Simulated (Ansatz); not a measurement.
## Geometry relaxation of BSiNH₇F (part 2 of 2)

BSiNH₇F; RKS B3LYP/6-31G* (Ansatz 0.2.0). It belongs to a series of runs on one base structure; here: end point A relaxed.

Geometry of the input (Å):
```
B  0.0600  0.3365  -0.3482
F  -0.7010  0.8406  0.6219
H  1.2415  0.4935  -0.2657
H  -0.4907  -0.1174  -1.3068
N  -0.1350  -1.8652  1.2781
H  -0.8244  -2.5298  0.9401
Si 1.2148  -2.4931  2.1998
H  1.7205  -3.6890  1.4754
H  2.2640  -1.4435  2.2656
H  0.9012  -2.8982  3.6044
H  -0.6177  -1.0254  1.6430
```

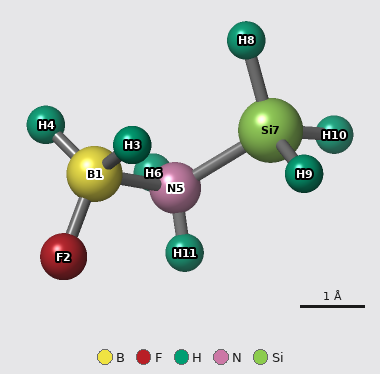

Fig. 1: The geometry at step 15 of the log (ball-and-stick view, seen at a tilt; atoms are numbered from 1 in the order of the input).

Trajectory as extended XYZ, continued
```
11
Properties=species:S:1:pos:R:3:forces:R:3 step=7 energy=-12876.74238
B     0.1054   -0.2431    0.0306    0.1695  -0.1878  -0.0618
F    -0.5488    0.8896    0.5069    0.0844  -0.1140   0.0559
H     1.3255   -0.2120    0.1021   -0.0832   0.2169  -0.1948
H    -0.3566   -0.7067   -0.9913    0.0539   0.0411   0.0146
N    -0.2403   -1.4560    1.2112   -0.1076  -0.3006   0.3244
H    -0.8541   -2.1814    0.8284    0.0631   0.1410  -0.0723
Si    1.2377   -2.2153    1.9689   -0.1310   0.0135   0.0834
H     1.7708   -3.1935    0.9961    0.0082   0.0846  -0.0522
H     2.2074   -1.1679    2.3452   -0.0673   0.0120  -0.0560
H     0.7878   -2.9335    3.1940    0.0081  -0.0227  -0.0462
H    -0.8015   -0.9710    1.9155    0.0020   0.1159   0.0050
11
Properties=species:S:1:pos:R:3:forces:R:3 step=8 energy=-12876.77125
B     0.1229   -0.2625    0.0270    0.0790  -0.0250  -0.0498
F    -0.5258    0.8685    0.5177    0.0439  -0.0491   0.0050
H     1.3425   -0.1985    0.0481   -0.1083   0.0154  -0.0075
H    -0.3494   -0.7268   -0.9891   -0.0100  -0.0054   0.0397
N    -0.2460   -1.4602    1.2341   -0.0447  -0.1997   0.1597
H    -0.8712   -2.1694    0.8407    0.0781   0.1182  -0.0247
Si    1.2235   -2.2227    1.9902   -0.0215   0.0449  -0.1245
H     1.7750   -3.1394    0.9659   -0.0086   0.0317   0.0488
H     2.1685   -1.1492    2.3545   -0.0535  -0.0175   0.0469
H     0.7964   -2.9843    3.1968    0.0218  -0.0031  -0.0516
H    -0.8030   -0.9465    1.9218    0.0235   0.0895  -0.0420
11
Properties=species:S:1:pos:R:3:forces:R:3 step=9 energy=-12876.77820
B     0.1419   -0.3274    0.0265   -0.2208   0.0782   0.0395
F    -0.4357    0.8581    0.4841    0.0502  -0.0626  -0.0269
H     1.3549   -0.3195    0.0299    0.0887  -0.0368   0.0126
H    -0.3730   -0.8019   -0.9590    0.0072  -0.0196  -0.0521
N    -0.2890   -1.4523    1.2869   -0.0167   0.1955  -0.2328
H    -0.9575   -2.1258    0.9080    0.1239  -0.0199   0.0507
Si    1.2264   -2.1899    1.9595   -0.2124  -0.1003   0.3330
H     1.8639   -2.9785    0.8870   -0.0390   0.0511  -0.0637
H     2.0857   -1.1128    2.4892   -0.0581   0.0302  -0.0562
H     0.8341   -3.0997    3.0779    0.0562   0.0242  -0.0860
H    -0.8184   -0.8412    1.9176    0.2209  -0.1399   0.0819
11
Properties=species:S:1:pos:R:3:forces:R:3 step=10 energy=-12876.79295
B     0.1354   -0.3314    0.0144    0.0192   0.1207   0.0431
F    -0.4316    0.8618    0.4642    0.0139  -0.0725  -0.0401
H     1.3533   -0.3301    0.0139    0.0040  -0.0038  -0.0091
H    -0.3749   -0.8084   -0.9749   -0.0278  -0.0312   0.0297
N    -0.2749   -1.4377    1.2844   -0.1692  -0.0292  -0.0070
H    -0.9478   -2.1227    0.9324    0.0776   0.0512   0.0225
Si    1.2192   -2.1966    1.9788   -0.0062  -0.0095  -0.0349
H     1.8551   -2.9429    0.8694   -0.0115   0.0352   0.0776
H     2.0553   -1.1013    2.5134   -0.0367  -0.0570  -0.0011
H     0.8294   -3.1396    3.0672    0.0170   0.0530  -0.0518
H    -0.7851   -0.8419    1.9445    0.1197  -0.0569  -0.0289
11
Properties=species:S:1:pos:R:3:forces:R:3 step=11 energy=-12876.79601
B     0.1278   -0.3268    0.0012    0.0326  -0.0028   0.0047
F    -0.4428    0.8628    0.4454   -0.0165   0.0078  -0.0111
H     1.3470   -0.3153   -0.0186   -0.0313  -0.0145  -0.0003
H    -0.4024   -0.8276   -0.9672    0.0195   0.0099   0.0068
N    -0.2616   -1.4294    1.2837   -0.0144  -0.0237  -0.0095
H    -0.9438   -2.1097    0.9452    0.0102   0.0411   0.0196
Si    1.2219   -2.2026    1.9799   -0.0486  -0.0264   0.0153
H     1.8888   -2.9295    0.8817    0.0058   0.0008   0.0022
H     2.0455   -1.1246    2.5592    0.0002   0.0089  -0.0023
H     0.7991   -3.1585    3.0411    0.0328   0.0116  -0.0194
H    -0.7463   -0.8297    1.9560    0.0097  -0.0127  -0.0059
11
Properties=species:S:1:pos:R:3:forces:R:3 step=12 energy=-12876.79720
B     0.1303   -0.3307    0.0023    0.0071  -0.0045  -0.0130
F    -0.4519    0.8603    0.4260   -0.0299   0.0038   0.0053
H     1.3472   -0.3121   -0.0018    0.0170  -0.0144   0.0019
H    -0.3826   -0.8428   -0.9686    0.0083  -0.0024  -0.0005
N    -0.2663   -1.4262    1.2891    0.0036  -0.0026   0.0107
H    -0.9605   -2.0984    0.9614   -0.0059   0.0186  -0.0020
Si    1.2185   -2.2058    1.9755   -0.0084   0.0101  -0.0100
H     1.8888   -2.9191    0.8707    0.0006  -0.0014  -0.0017
H     2.0359   -1.1258    2.5603    0.0040  -0.0007   0.0032
H     0.8103   -3.1730    3.0297    0.0017  -0.0019  -0.0019
H    -0.7364   -0.8173    1.9630    0.0020  -0.0046   0.0080
11
Properties=species:S:1:pos:R:3:forces:R:3 step=13 energy=-12876.79935
B     0.1350   -0.3405    0.0012   -0.0733  -0.0026  -0.0036
F    -0.4908    0.8472    0.3721   -0.0001  -0.0439  -0.0107
H     1.3490   -0.2968    0.0408    0.0504   0.0158  -0.0018
H    -0.3306   -0.8916   -0.9732    0.0152   0.0015   0.0233
N    -0.2736   -1.4127    1.3056    0.0034   0.0419   0.0340
H    -0.9987   -2.0639    1.0047   -0.0018   0.0039  -0.0093
Si    1.2137   -2.2120    1.9638    0.0341   0.0352  -0.0465
H     1.8884   -2.8907    0.8398   -0.0073   0.0011   0.0028
H     2.0218   -1.1376    2.5733    0.0086  -0.0209   0.0069
H     0.8232   -3.2103    2.9929   -0.0314  -0.0141   0.0190
H    -0.7040   -0.7820    1.9868    0.0023  -0.0179  -0.0142
11
Properties=species:S:1:pos:R:3:forces:R:3 step=14 energy=-12876.79043 accepted=F
B     0.1417   -0.3574   -0.0018   -0.3529   0.1859  -0.1026
F    -0.6158    0.8099    0.2270    0.3577  -0.5831  -0.0799
H     1.3484   -0.2185    0.1406   -0.1441   0.0603  -0.0212
H    -0.1922   -1.0177   -0.9824    0.0897   0.1919   0.3275
N    -0.2818   -1.3749    1.3455   -0.2289   0.2046   0.1254
H    -1.0805   -1.9759    1.1094    0.2427   0.1641   0.0491
Si    1.2041   -2.2336    1.9370    0.0932   0.0519  -0.0918
H     1.8800   -2.8422    0.7708   -0.0447   0.0299   0.0429
H     2.0090   -1.1881    2.6041    0.0096  -0.0699  -0.0004
H     0.8358   -3.2952    2.9090   -0.0809   0.0042   0.0093
H    -0.6153   -0.6973    2.0483    0.0585  -0.2397  -0.2580
11
Properties=species:S:1:pos:R:3:forces:R:3 step=15 energy=-12876.80455
B     0.1333   -0.3410   -0.0017   -0.0437  -0.0112   0.0220
F    -0.5615    0.8250    0.3087    0.0085  -0.0457  -0.0150
H     1.3436   -0.2400    0.0795    0.0157   0.0230  -0.0001
H    -0.2700   -0.9450   -0.9722    0.0126  -0.0019   0.0208
N    -0.2675   -1.3922    1.3218   -0.0166   0.0410  -0.0060
H    -1.0144   -2.0282    1.0404    0.0069   0.0159   0.0023
Si    1.2125   -2.2218    1.9546    0.0513  -0.0041  -0.0159
H     1.8764   -2.8879    0.8166   -0.0102   0.0094  -0.0031
H     2.0395   -1.1730    2.5841   -0.0003  -0.0205   0.0022
H     0.8099   -3.2359    2.9647   -0.0213  -0.0009   0.0068
H    -0.6686   -0.7511    2.0110   -0.0029  -0.0051  -0.0141
11
Properties=species:S:1:pos:R:3:forces:R:3 step=16 energy=-12876.80789
B     0.1359   -0.3485   -0.0016   -0.1351   0.0593  -0.0203
F    -0.6139    0.8039    0.2496    0.1073  -0.2041  -0.0377
H     1.3405   -0.1991    0.1153   -0.0405   0.0176   0.0021
H    -0.2136   -0.9984   -0.9695    0.0420   0.0576   0.1068
N    -0.2675   -1.3748    1.3377   -0.0481   0.0925   0.0325
H    -1.0405   -1.9916    1.0803    0.0526   0.0444   0.0101
Si    1.2097   -2.2315    1.9454    0.0486   0.0147  -0.0450
H     1.8690   -2.8675    0.7864   -0.0178   0.0106   0.0217
H     2.0396   -1.1988    2.5985    0.0029  -0.0321   0.0008
H     0.8081   -3.2682    2.9325   -0.0295  -0.0003  -0.0015
H    -0.6339   -0.7164    2.0329    0.0177  -0.0602  -0.0695
11
Properties=species:S:1:pos:R:3:forces:R:3 step=17 energy=-12876.81118
B     0.1346   -0.3540   -0.0037   -0.1979   0.1220  -0.0397
F    -0.6801    0.7727    0.1795    0.2141  -0.3416  -0.0414
H     1.3280   -0.1425    0.1520   -0.0929   0.0083  -0.0153
H    -0.1498   -1.0556   -0.9619    0.0552   0.1155   0.1757
N    -0.2623   -1.3515    1.3554   -0.0789   0.1278   0.0365
H    -1.0605   -1.9487    1.1235    0.1020   0.0794   0.0297
Si    1.2085   -2.2422    1.9352    0.0210   0.0127  -0.0317
H     1.8626   -2.8538    0.7601   -0.0213   0.0206   0.0206
H     2.0496   -1.2374    2.6184   -0.0011  -0.0347  -0.0096
H     0.7945   -3.3012    2.8934   -0.0273   0.0090  -0.0081
H    -0.5918   -0.6765    2.0557    0.0273  -0.1191  -0.1167
11
Properties=species:S:1:pos:R:3:forces:R:3 step=18 energy=-12876.81704
B     0.1367   -0.3553   -0.0010   -0.2255   0.1404  -0.0096
F    -0.7209    0.7432    0.1459    0.2015  -0.2736  -0.0339
H     1.3181   -0.0966    0.1665   -0.0696  -0.0122   0.0141
H    -0.1068   -1.0830   -0.9452    0.0365   0.0637   0.0848
N    -0.2564   -1.3380    1.3643    0.0062   0.1072   0.0070
H    -1.0600   -1.9286    1.1386    0.0679   0.0529   0.0116
Si    1.2086   -2.2474    1.9307   -0.0237  -0.0005  -0.0193
H     1.8470   -2.8531    0.7447   -0.0114   0.0121   0.0208
H     2.0682   -1.2634    2.6198   -0.0017  -0.0202  -0.0046
H     0.7764   -3.3077    2.8794   -0.0011   0.0036  -0.0106
H    -0.5777   -0.6609    2.0639    0.0210  -0.0736  -0.0603
11
Properties=species:S:1:pos:R:3:forces:R:3 step=19 energy=-12876.82251
B     0.1234   -0.3526   -0.0024    0.1381   0.0278  -0.0315
F    -0.8163    0.6716    0.0649   -0.0141  -0.0157  -0.0107
H     1.2739   -0.0005    0.1958   -0.0073   0.0416  -0.0308
H    -0.0193   -1.1348   -0.9196   -0.0179   0.0094   0.0118
N    -0.2229   -1.2946    1.3747   -0.2176  -0.0969   0.0981
H    -1.0428   -1.8672    1.1701   -0.0509  -0.0004  -0.0078
Si    1.1990   -2.2673    1.9261    0.2003   0.0078  -0.0277
H     1.8254   -2.8555    0.7265   -0.0071  -0.0155   0.0040
H     2.0919   -1.3275    2.6339    0.0024  -0.0167   0.0181
H     0.7405   -3.3382    2.8490   -0.0418   0.0198  -0.0155
H    -0.5195   -0.6244    2.0886    0.0158   0.0389  -0.0080
11
Properties=species:S:1:pos:R:3:forces:R:3 step=20 energy=-12876.82689
B     0.1258   -0.3590   -0.0048   -0.0071   0.0102  -0.0290
F    -0.8459    0.6368    0.0301    0.0041   0.0005  -0.0079
H     1.2614    0.0351    0.1995   -0.0073  -0.0116   0.0092
H     0.0128   -1.1609   -0.9098    0.0088   0.0032   0.0287
N    -0.2250   -1.2872    1.3901    0.0080   0.0098  -0.0083
H    -1.0632   -1.8400    1.2014    0.0193  -0.0010   0.0158
Si    1.2057   -2.2702    1.9187   -0.0274  -0.0146  -0.0119
H     1.8329   -2.8423    0.7118    0.0013   0.0064   0.0056
H     2.0974   -1.3531    2.6573    0.0015  -0.0009  -0.0047
H     0.7209   -3.3516    2.8147    0.0131  -0.0071  -0.0007
H    -0.4895   -0.5985    2.0985   -0.0145   0.0051   0.0031
11
Properties=species:S:1:pos:R:3:forces:R:3 step=21 energy=-12876.82735
B     0.1262   -0.3596   -0.0041   -0.0194   0.0030  -0.0328
F    -0.8682    0.6157   -0.0025    0.0483  -0.0386   0.0007
H     1.2514    0.0605    0.2124   -0.0342  -0.0110  -0.0052
H     0.0438   -1.1838   -0.8933    0.0078   0.0354   0.0181
N    -0.2230   -1.2750    1.3981   -0.0014   0.0102   0.0160
H    -1.0673   -1.8216    1.2184    0.0120   0.0021   0.0035
Si    1.2019   -2.2739    1.9135    0.0015  -0.0049  -0.0030
H     1.8258   -2.8346    0.7000   -0.0035   0.0046   0.0010
H     2.1028   -1.3708    2.6591   -0.0060  -0.0018  -0.0012
H     0.7165   -3.3644    2.7982    0.0013   0.0035  -0.0033
H    -0.4766   -0.5834    2.1078   -0.0064  -0.0025   0.0061
11
Properties=species:S:1:pos:R:3:forces:R:3 step=22 energy=-12876.82752
B     0.1264   -0.3625   -0.0048   -0.0111   0.0297  -0.0092
F    -0.8630    0.6169   -0.0035    0.0262  -0.0273  -0.0006
H     1.2520    0.0535    0.2129   -0.0105  -0.0050  -0.0039
H     0.0432   -1.1830   -0.8960   -0.0019   0.0060   0.0206
N    -0.2248   -1.2746    1.4004   -0.0057  -0.0030  -0.0020
H    -1.0682   -1.8225    1.2214    0.0039   0.0003   0.0040
Si    1.2017   -2.2726    1.9134    0.0014   0.0028  -0.0026
H     1.8252   -2.8287    0.6976   -0.0011   0.0010   0.0023
H     2.1007   -1.3689    2.6603   -0.0025  -0.0032   0.0005
H     0.7189   -3.3659    2.7960    0.0005   0.0024  -0.0030
H    -0.4789   -0.5827    2.1099    0.0009  -0.0036  -0.0061
```

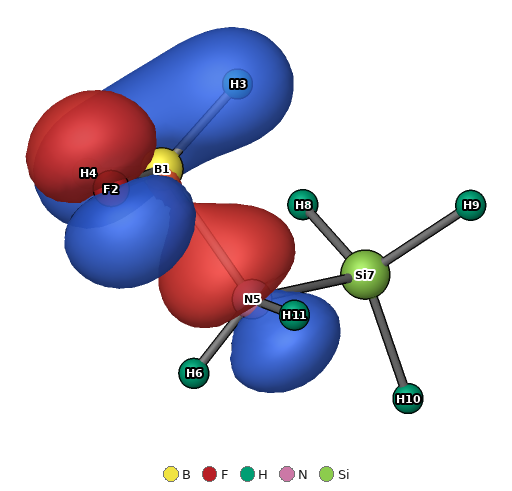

Fig. 2: The HOMO−1 at ±0.15 Å⁻³ᐟ² (red and blue are the two phases), seen at an oblique angle. Its weight (Hirshfeld) is mainly on F2 (40 %), N5 (20 %), B1 (15 %), H3 (10 %) and H4 (10 %). Its energy is −8.23 eV.

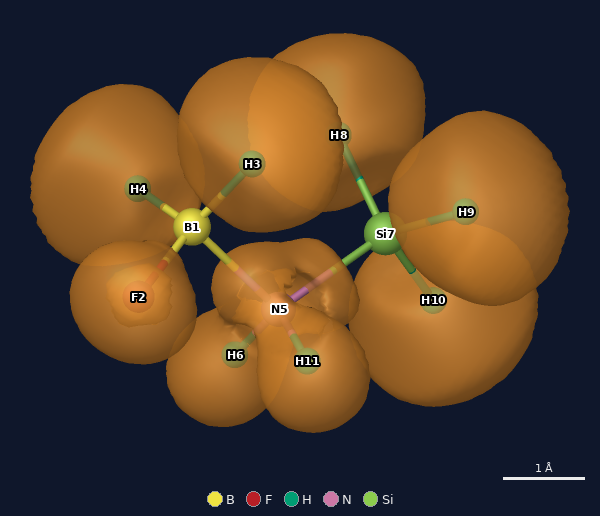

Fig. 3: Isosurface of the electron localisation function at 0.75 (orange), seen at a tilt. Only the valence region is drawn (cores and ρ < 0.01 e/Å³ removed). Along the contacts the grid gives the following. B–F (1.39 Å): the ELF peaks at about 0.85 between the atoms, which marks a shared but strongly polarised pair. B–N (1.71 Å): the ELF peaks at about 0.95 between the atoms (a shared but strongly polarised pair).

Summary

- outcome: converged
- total energy: −12876.8278 eV
- mean-field energy: −12876.8278 eV
- largest force (length of the vector) at the end: 0.038 eV/Å
- wall time: 61 s
- peak memory: 0.17 GiB
